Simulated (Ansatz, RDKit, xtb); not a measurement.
**C3H10Si3: ranking a sample of isomers**

A sample of isomers of C3H10Si3 is drawn. Aim: find which of them has the lowest free energy at 298.15 K, then its properties. The sample is small against all isomers, and the most stable one of this formula need not be in it.

Plan: many cheap relaxations first (GFN2-xTB), then density-functional screening, relaxation at B3LYP/def2-SVP, vibrations (at GFN2-xTB) and a final energy. The numbers are computed, not measured.

### 1 Drawing up candidates

Isomers were taken from a list of plausible structures; this is a sample, not all of them. That gives 10 candidates.

| label | SMILES | spin |
| --- | --- | --- |
| c064 | [SiH3]C1=C[SiH2]C[SiH2]1 | singlet |
| c081 | C#C[Si@@H](C)[SiH2][SiH3] | singlet |
| c146 | C=C[Si@H]1C[SiH2][SiH2]1 | singlet |
| c321 | CC#C[SiH]([SiH3])[SiH3] | singlet |
| c452 | C1=C[SiH2][SiH2]C[SiH2]1 | singlet |
| c615 | C#C[Si@@H]([SiH3])[SiH2]C | singlet |
| c768 | [SiH3]C#C[SiH2]C[SiH3] | singlet |
| c785 | [SiH3]C1([SiH3])C=C[SiH2]1 | singlet |
| c948 | [SiH3][SiH]([SiH3])C1=CC1 | singlet |
| c973 | CC#C[SiH2][SiH2][SiH3] | singlet |

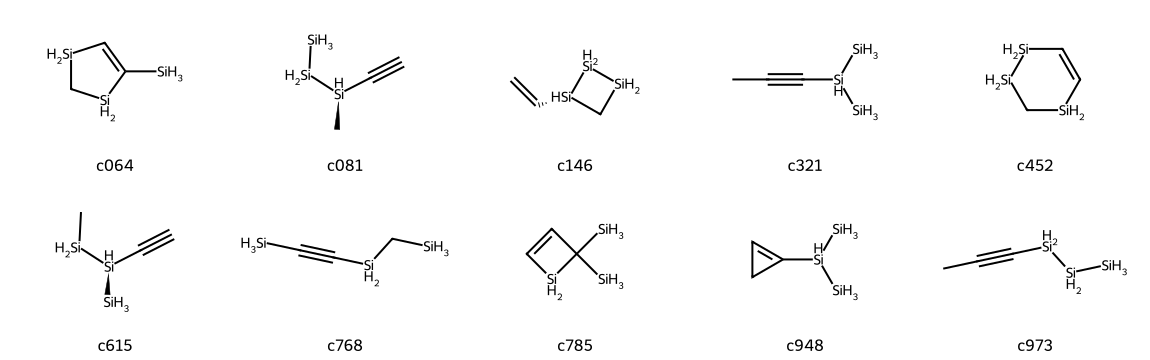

Structural formulas of the candidates.

Candidates are built by distance geometry, with a force field where one applies, in up to four conformers (letters a to d).

### 2 Search with GFN2-xTB

All 17 starts are relaxed the same way. One of them, c064a (taken from a list of plausible isomers, embedded by distance geometry and MMFF94), in full:

start.xyz reads:

```xyz
16
c064a
C     -0.502518    -0.208077    -1.358185
C      0.335479     0.766157    -1.638702
C      2.102433    -1.587041    -1.528379
Si    -2.278921    -0.216475    -1.123172
Si     2.156405     0.303458    -1.782106
Si     0.325696    -1.885752    -1.074200
H     -2.963874    -1.132991    -2.166101
H     -2.860450     1.134343    -1.310107
H     -2.645600    -0.682112     0.264160
H      0.089624     1.812859    -1.829094
H      2.721256     0.706945    -3.086089
H      2.871422     0.932733    -0.629317
H      2.399887    -2.055117    -2.506575
H      2.851946    -1.875490    -0.789686
H      0.245158    -2.245684     0.351248
H     -0.235007    -2.920161    -1.932828
```

On the command line:

```console
$ xtb start.xyz --gfn 2 --opt
```

Log (excerpt; [...] marks lines left out):

```text
* xtb version 6.7.1
[...]
          :  # basis functions                  52          :
[...]
          :  # electrons                        34          :
[...]
          :  Hamiltonian                  GFN2-xTB          :
[...]
          :  net charge                          0          :
          :  unpaired electrons                  0          :
[...]
   *** convergence criteria satisfied after 14 iterations ***
[...]
   *** GEOMETRY OPTIMIZATION CONVERGED AFTER 9 ITERATIONS ***
[...]
   *** convergence criteria satisfied after 3 iterations ***
[...]
         ::                     SUMMARY                     ::
         :::::::::::::::::::::::::::::::::::::::::::::::::::::
         :: total energy             -16.651756876777 Eh    ::
         :: gradient norm              0.000457472038 Eh/a0 ::
         :: HOMO-LUMO gap              3.072050750695 eV    ::
         ::.................................................::
         :: SCC energy               -16.874118805316 Eh    ::
         :: -> isotropic ES            0.037058584533 Eh    ::
         :: -> anisotropic ES          0.007591375255 Eh    ::
         :: -> anisotropic XC          0.009943050167 Eh    ::
         :: -> dispersion             -0.014177340664 Eh    ::
         :: repulsion energy           0.222361928539 Eh    ::
         :: add. restraining           0.000000000000 Eh    ::
         :: total charge               0.000000000000 e     ::
         :::::::::::::::::::::::::::::::::::::::::::::::::::::
[...]
        17        2.0000           -0.3592691              -9.7762 (HOMO)
        18                         -0.2463733              -6.7042 (LUMO)
[...]
     #   Z          covCN         q      C6AA      α(0)
     1   6          2.765    -0.210    33.556     9.487
     2   6          2.850    -0.142    31.638     9.219
     3   6          3.597    -0.257    26.449     7.443
     4  14          3.669     0.442    98.810    19.049
     5  14          3.752     0.449    98.209    18.967
     6  14          3.787     0.459    97.881    18.930
     7   1          0.918    -0.116     6.146     3.877
     8   1          0.918    -0.111     5.965     3.820
     9   1          0.918    -0.117     6.187     3.890
    10   1          0.925     0.001     3.032     2.723
    11   1          0.917    -0.102     5.631     3.712
    12   1          0.917    -0.102     5.629     3.711
    13   1          0.925     0.009     2.899     2.662
    14   1          0.925     0.007     2.938     2.681
[...]
     #   Z sym  total        # sym  WBO       # sym  WBO       # sym  WBO
 ---------------------------------------------------------------------------
     1   6      3.941 --     2      1.927     4      0.923     6      0.893
     2   6      3.965 --     1      1.927    10      0.979     5      0.909
     3   6      3.965 --    14      0.991    13      0.989     6      0.903
                             5      0.900
     4  14      3.657 --     1      0.923     8      0.893     9      0.893
                             7      0.892
     5  14      3.644 --     2      0.909     3      0.900    12      0.882
                            11      0.882
     6  14      3.617 --     3      0.903     1      0.893    15      0.882
                            16      0.881
     7   1      0.985 --     4      0.892
     8   1      0.987 --     4      0.893
     9   1      0.985 --     4      0.893
[...]
molecular dipole:
                 x           y           z       tot (Debye)
 q only:        0.094      -0.089       0.023
   full:        0.187      -0.073      -0.026       0.515
molecular quadrupole (traceless):
[...]
          | TOTAL ENERGY              -16.651756876777 Eh   |
          | GRADIENT NORM               0.000457472038 Eh/α |
          | HOMO-LUMO GAP               3.072050750695 eV   |
           -------------------------------------------------
[...]
```

Wall time 0.1 s (4 threads of Arm Neoverse V1, shared host).

### 3 What the search left

17 of the 17 relaxations converged; 1 ended on a minimum already found. 16 distinct structures remain:

| label | start | SMILES after | spin | energy (kcal/mol) |
| --- | --- | --- | --- | --- |
| c064a | drawn | [SiH3]C1=C[SiH2]C[SiH2]1 | singlet | 0.0 |
| c452a | drawn | C1=C[SiH2][SiH2]C[SiH2]1 | singlet | 6.5 |
| c785a | drawn | [SiH3]C1([SiH3])C=C[SiH2]1 | singlet | 12.1 |
| c768b | drawn | [SiH3]C#C[SiH2]C[SiH3] | singlet | 14.1 |
| c768a | drawn | [SiH3]C#C[SiH2]C[SiH3] | singlet | 14.3 |
| c321a | drawn | CC#C[SiH]([SiH3])[SiH3] | singlet | 21.5 |
| c973a | drawn | CC#C[SiH2][SiH2][SiH3] | singlet | 21.9 |
| c973b | drawn | CC#C[SiH2][SiH2][SiH3] | singlet | 22.2 |
| c146a | drawn | C=C[Si@H]1C[SiH2][SiH2]1 | singlet | 30.2 |
| c146b | drawn | C=C[Si@H]1C[SiH2][SiH2]1 | singlet | 30.4 |
| c615b | drawn | C#C[Si@@H]([SiH3])[SiH2]C | singlet | 34.1 |
| c615a | drawn | C#C[Si@@H]([SiH3])[SiH2]C | singlet | 34.5 |
| c081b | drawn | C#C[Si@@H](C)[SiH2][SiH3] | singlet | 34.7 |
| c081a | drawn | C#C[Si@@H](C)[SiH2][SiH3] | singlet | 35.0 |
| c948b | drawn | [SiH3][SiH]([SiH3])C1=CC1 | singlet | 43.9 |
| c948a | drawn | [SiH3][SiH]([SiH3])C1=CC1 | singlet | 44.4 |

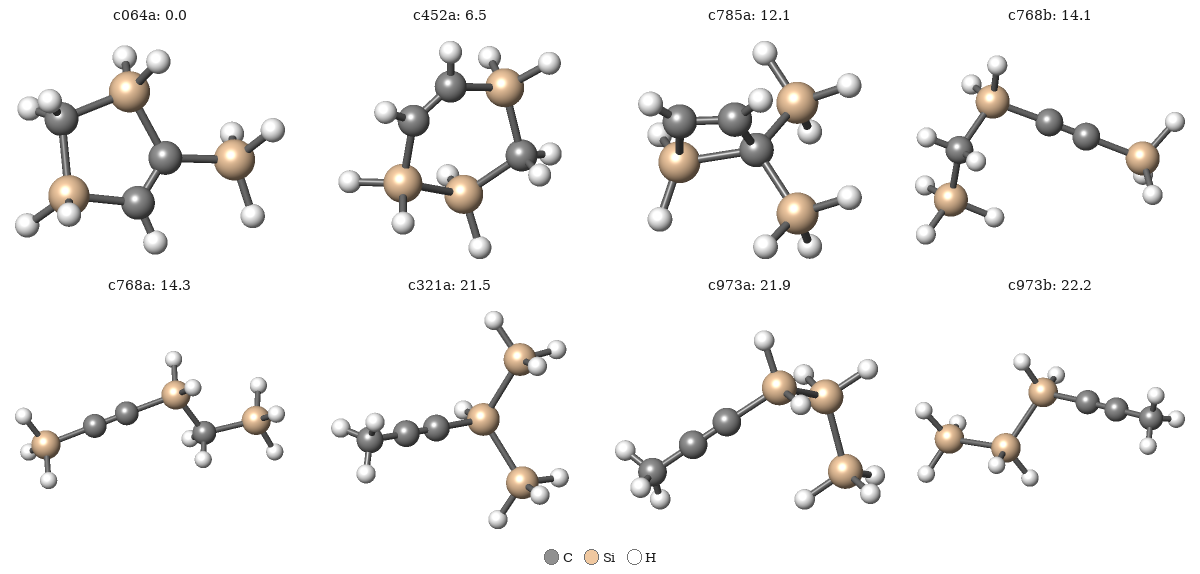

The 8 lowest minima that did not fall apart, with their GFN2-xTB energies in kcal/mol.

### 4 Screening with a density functional

A choice of the minima (the low ones first, few conformers of a pattern, up to a cap) and the lowest that fell apart get a single point at r2SCAN-D4/def2-SVP on the tight-binding geometry, and one at HF/STO-3G for comparison. The lowest singlets are also tried as triplets at the same geometry (label ending in t). The first, c064a:

input.yaml reads:

```yaml
crystal:
  periodic: [false, false, false]
  atoms:
    - {symbol: C, position_ang: [-0.489432, -0.339641, -1.314234]}
    - {symbol: C, position_ang: [0.323315, 0.680553, -1.624878]}
    - {symbol: C, position_ang: [2.155888, -1.533730, -1.543184]}
    - {symbol: Si, position_ang: [-2.352815, -0.140307, -1.136879]}
    - {symbol: Si, position_ang: [2.174346, 0.357849, -1.775615]}
    - {symbol: Si, position_ang: [0.375162, -2.007810, -1.058684]}
    - {symbol: H, position_ang: [-3.023854, -0.992637, -2.123207]}
    - {symbol: H, position_ang: [-2.735553, 1.257518, -1.356130]}
    - {symbol: H, position_ang: [-2.755843, -0.554057, 0.210416]}
    - {symbol: H, position_ang: [-0.081454, 1.674563, -1.783134]}
    - {symbol: H, position_ang: [2.700218, 0.772544, -3.083067]}
    - {symbol: H, position_ang: [2.926366, 1.043495, -0.715571]}
    - {symbol: H, position_ang: [2.445817, -2.033899, -2.464640]}
    - {symbol: H, position_ang: [2.873581, -1.852156, -0.791389]}
    - {symbol: H, position_ang: [0.274627, -2.436045, 0.343033]}
    - {symbol: H, position_ang: [-0.197432, -3.048645, -1.921969]}
basis:
  gaussian:
    orbitals: def2-SVP
hamiltonian:
  xc: {name: r2SCAN}
  dispersion: d4
scf:
  lower_state_search: off
```

On the command line:

```console
$ ansatz run input.yaml --threads 4 --pin off --max-ram 7830MiB --events-out events.jsonl --progress --plain --runs-dir runs
```

Log (excerpt; [...] marks lines left out):

```text
Warning: RAYON_NUM_THREADS=4 ignored (pool sized by the plan → 4); use --threads N
Functional definition: r2SCAN
  name "r2SCAN"
[...]
1642 factors; their error is unknown
[...]
mean field -26892.60402443 eV, -988.2849694361 hartree, gradient 4.4e-6 eV, S^2 0.000000; 0 other end points of the search recorded, 0 dependent functions left out
reference -26892.60403778 eV, -988.2849699268 hartree; 35, 35 occupied and 111, 111 virtual orbitals, 1642 factors
Total energy: -26892.72744321 eV, -988.2895049928 hartree
Checks for a lower state left out: stability, starts, cluster_reference, orbital_swaps, neighbouring_geometries, increment
```

Wall time 2.4 s (4 threads of Arm Neoverse V1, shared host); peak memory 0.2 GiB.

Relative energies in kcal/mol, each column from its lowest structure that stays in one piece:

| label | SMILES | spin | GFN2-xTB | HF/STO-3G | r2SCAN-D4/def2-SVP |
| --- | --- | --- | --- | --- | --- |
| c452a | C1=C[SiH2][SiH2]C[SiH2]1 | singlet | 6.5 | 0.0 | 0.0 |
| c064a | [SiH3]C1=C[SiH2]C[SiH2]1 | singlet | 0.0 | 2.7 | 0.3 |
| c785a | [SiH3]C1([SiH3])C=C[SiH2]1 | singlet | 12.1 | 47.0 | 27.8 |
| c768b | [SiH3]C#C[SiH2]C[SiH3] | singlet | 14.1 | 32.5 | 28.6 |
| c768a | [SiH3]C#C[SiH2]C[SiH3] | singlet | 14.3 | 32.5 | 28.8 |
| c973a | CC#C[SiH2][SiH2][SiH3] | singlet | 21.9 | 38.7 | 35.4 |
| c973b | CC#C[SiH2][SiH2][SiH3] | singlet | 22.2 | 38.6 | 35.7 |
| c321a | CC#C[SiH]([SiH3])[SiH3] | singlet | 21.5 | 38.6 | 35.8 |
| c064at | [SiH3]C1=C[SiH2]C[SiH2]1 | triplet | – | – | 89.9 |
| c452at | C1=C[SiH2][SiH2]C[SiH2]1 | triplet | – | – | 90.0 |
| c785at | [SiH3]C1([SiH3])C=C[SiH2]1 | triplet | – | – | 114.7 |

### 5 Relaxing the best candidates

3 candidates are relaxed at B3LYP/def2-SVP (chosen among the lowest in one piece). The first, c452a:

input.yaml reads:

```yaml
crystal:
  periodic: [false, false, false]
  atoms:
    - symbol: C
      position_ang: [0.547033, -1.932378, -0.081961]
    - symbol: C
      position_ang: [-0.294715, -2.235554, -1.069329]
    - symbol: C
      position_ang: [-0.329246, 1.057738, 0.305833]
    - symbol: Si
      position_ang: [-1.792314, -1.246792, -1.663342]
    - symbol: Si
      position_ang: [-2.059271, 0.647745, -0.378248]
    - symbol: Si
      position_ang: [0.546652, -0.441791, 1.074487]
    - symbol: H
      position_ang: [1.353429, -2.633496, 0.123271]
    - symbol: H
      position_ang: [-0.120507, -3.161458, -1.613675]
    - symbol: H
      position_ang: [-1.555594, -0.985769, -3.095295]
    - symbol: H
      position_ang: [-2.933812, -2.177279, -1.625754]
    - symbol: H
      position_ang: [-2.972678, 0.471357, 0.761640]
    - symbol: H
      position_ang: [-2.569042, 1.823431, -1.104831]
    - symbol: H
      position_ang: [0.283901, 1.444647, -0.508852]
    - symbol: H
      position_ang: [-0.388228, 1.856728, 1.043662]
    - symbol: H
      position_ang: [1.950448, -0.107446, 1.368181]
    - symbol: H
      position_ang: [-0.121559, -0.821695, 2.328973]
basis:
  gaussian:
    orbitals: def2-SVP
hamiltonian:
  xc: {name: B3LYP}
scf:
  lower_state_search: "off"
relax:
  f_tol: 0.006
```

On the command line:

```console
$ ansatz run input.yaml --threads 4 --pin off --max-ram 7830MiB --events-out events.jsonl --progress --plain --runs-dir runs
```

Log (excerpt; [...] marks lines left out):

```text
Warning: RAYON_NUM_THREADS=4 ignored (pool sized by the plan → 4); use --threads N
[...]
Functional definition: B3LYP
  name "B3LYP"
[...]
1560 factors; integrals over basis functions are off by at most 5.4e-4 eV
[...]
mean field -26898.47792859 eV, -988.5008314326 hartree, gradient 2.5e-6 eV, S^2 0.000000; 0 other end points of the search recorded, 0 dependent functions left out
[...]
reference -26898.47824700 eV, -988.5008431338 hartree; 35, 35 occupied and 111, 111 virtual orbitals, 1560 factors
relax step   1: F+E_penalty+E_count = -26898.47792859 eV  Δ(F+E_penalty+E_count) = +0.000e0 eV  max|allowed force component| = 6.918e-1 eV/Å  Δτ_max = 0.0000 Å  (16 SCF iters, accepted)
[...]
relax step   4: F+E_penalty+E_count = -26898.58807293 eV  Δ(F+E_penalty+E_count) = -2.903e-4 eV  max|allowed force component| = 9.315e-2 eV/Å  Δτ_max = 0.0060 Å  (13 SCF iters, accepted)
[...]
Atom 7 at    -0.184021    -3.242879    -1.522129 Å, force    -0.001072     0.000310    -0.000643 eV/Å
Atom 8 at    -1.425695    -0.827350    -3.138321 Å, force    -0.000189    -0.000159     0.000145 eV/Å
Atom 9 at    -2.979008    -2.099384    -1.821731 Å, force     0.000062     0.000137    -0.000176 eV/Å
Atom 10 at    -2.954209     0.271102     0.804659 Å, force     0.000657    -0.000247    -0.000227 eV/Å
Atom 11 at    -2.693881     1.788379    -1.058511 Å, force     0.000287     0.000024    -0.000070 eV/Å
Atom 12 at     0.263725     1.443914    -0.552302 Å, force    -0.000790    -0.002426    -0.001198 eV/Å
Atom 13 at    -0.384335     1.885057     1.038532 Å, force    -0.001140    -0.000650     0.001448 eV/Å
Atom 14 at     2.028928    -0.073690     1.257479 Å, force    -0.000824    -0.000373    -0.000767 eV/Å
Atom 15 at     0.012598    -0.719558     2.400711 Å, force     0.000563     0.000165    -0.000915 eV/Å
Dipole moment:     0.113776     0.040981    -0.017595 e Å
Checks for a lower state left out: stability, starts, cluster_reference, orbital_swaps, neighbouring_geometries, increment
```

Wall time 29 s (4 threads of Arm Neoverse V1, shared host); peak memory 0.39 GiB.

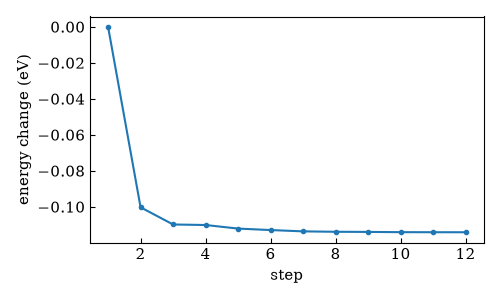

Energy along the run, all evaluated steps.

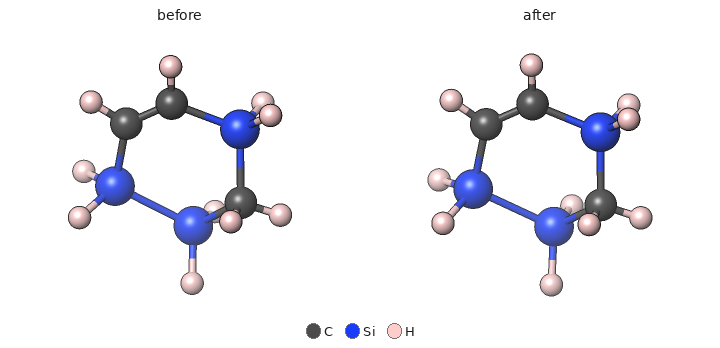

Before and after, at one scale.

After the run. Bond lengths: C1–C2 1.351 Å, C2–Si4 1.893 Å, C3–Si5 1.898 Å, Si4–Si5 2.356 Å, C1–Si6 1.889 Å, C3–Si6 1.891 Å, C1–H7 1.102 Å, C2–H8 1.102 Å, Si4–H9 1.498 Å, Si4–H10 1.496 Å, Si5–H11 1.495 Å, Si5–H12 1.495 Å, C3–H13 1.105 Å, C3–H14 1.104 Å, Si6–H15 1.495 Å, Si6–H16 1.496 Å. Some angles: C1–C2–Si4 128.3°, C2–C1–Si6 130.0°, C2–Si4–Si5 108.1°, C3–Si5–Si4 105.2°, Si5–C3–Si6 113.6°, C1–Si6–C3 113.0°, C1–C2–H8 116.9°, Si4–C2–H8 114.8°, C2–C1–H7 116.5°, Si6–C1–H7 113.5°.

### 6 Ranking at B3LYP/def2-SVP

| label | spin | r2SCAN-D4/def2-SVP (kcal/mol) | B3LYP/def2-SVP, relaxed (kcal/mol) | time |
| --- | --- | --- | --- | --- |
| c064a | singlet | 0.3 | 0.0 | 29 s |
| c452a | singlet | 0.0 | 0.2 | 29 s |
| c785a | singlet | 27.8 | 26.7 | 23 s |

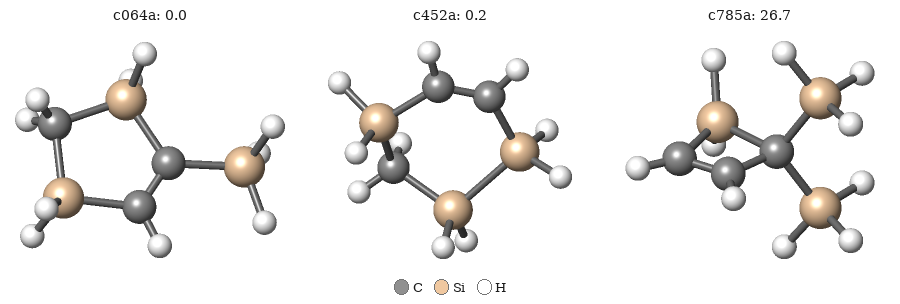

The relaxed structures, with energies at B3LYP/def2-SVP in kcal/mol.

### 7 Vibrations and thermal terms

The lowest few in one piece go on as finalists. In this search the thermal terms come from GFN2-xTB at its own nearest minimum. The first, c064a:

start.xyz reads:

```xyz
16
c064a
C     -0.505978    -0.349844    -1.315075
C      0.312815     0.690516    -1.621479
C      2.204271    -1.536957    -1.471990
Si    -2.363683    -0.121896    -1.100055
Si     2.162631     0.330867    -1.810144
Si     0.395714    -2.012452    -1.130587
H     -3.111785    -0.974030    -2.073357
H     -2.732935     1.308501    -1.316705
H     -2.786514    -0.534732     0.272514
H     -0.100424     1.702826    -1.751843
H      2.648791     0.686270    -3.178671
H      2.972156     1.118192    -0.830165
H      2.602921    -2.090910    -2.336930
H      2.845819    -1.772806    -0.607888
H      0.198472    -2.579052     0.238858
H     -0.129333    -3.016898    -2.105614
```

On the command line:

```console
$ xtb start.xyz --gfn 2 --ohess tight
```

Log (excerpt; [...] marks lines left out):

```text
* xtb version 6.7.1
[...]
          :  # basis functions                  52          :
[...]
          :  # electrons                        34          :
[...]
          :  Hamiltonian                  GFN2-xTB          :
[...]
          :  net charge                          0          :
          :  unpaired electrons                  0          :
[...]
   *** convergence criteria satisfied after 14 iterations ***
[...]
   *** GEOMETRY OPTIMIZATION CONVERGED AFTER 7 ITERATIONS ***
[...]
   *** convergence criteria satisfied after 3 iterations ***
[...]
         ::                     SUMMARY                     ::
         :::::::::::::::::::::::::::::::::::::::::::::::::::::
         :: total energy             -16.651813497770 Eh    ::
         :: gradient norm              0.000211189839 Eh/a0 ::
         :: HOMO-LUMO gap              3.072562332919 eV    ::
         ::.................................................::
         :: SCC energy               -16.874109919967 Eh    ::
         :: -> isotropic ES            0.037065518050 Eh    ::
         :: -> anisotropic ES          0.007587714192 Eh    ::
         :: -> anisotropic XC          0.009942380904 Eh    ::
         :: -> dispersion             -0.014170082461 Eh    ::
         :: repulsion energy           0.222296422196 Eh    ::
         :: add. restraining           0.000000000000 Eh    ::
         :: total charge               0.000000000000 e     ::
         :::::::::::::::::::::::::::::::::::::::::::::::::::::
[...]
        17        2.0000           -0.3592827              -9.7766 (HOMO)
        18                         -0.2463682              -6.7040 (LUMO)
[...]
molecular dipole:
                 x           y           z       tot (Debye)
 q only:        0.090      -0.091       0.005
   full:        0.190      -0.071      -0.011       0.515
molecular quadrupole (traceless):
[...]
          | TOTAL ENERGY              -16.651813497776 Eh   |
          | TOTAL ENTHALPY            -16.536570941249 Eh   |
          | TOTAL FREE ENERGY         -16.581713394071 Eh   |
          | GRADIENT NORM               0.000211187047 Eh/α |
[...]
```

Run time: 0.29 s. Hardware: 4 threads of Arm Neoverse V1, shared host.

### 8 Thermal terms of the finalists

As xtb prints them, at 298.15 K, with its own treatment of low modes:

| label | SMILES | spin | lowest mode (cm⁻¹) | zero-point (kcal/mol) | G − E (kcal/mol) |
| --- | --- | --- | --- | --- | --- |
| c064a | [SiH3]C1=C[SiH2]C[SiH2]1 | singlet | 40 | 65.6 | 44.0 |
| c452a | C1=C[SiH2][SiH2]C[SiH2]1 | singlet | 37 | 67.2 | 46.2 |
| c785a | [SiH3]C1([SiH3])C=C[SiH2]1 | singlet | 112 | 63.6 | 42.0 |

[end of part 1 of 2]
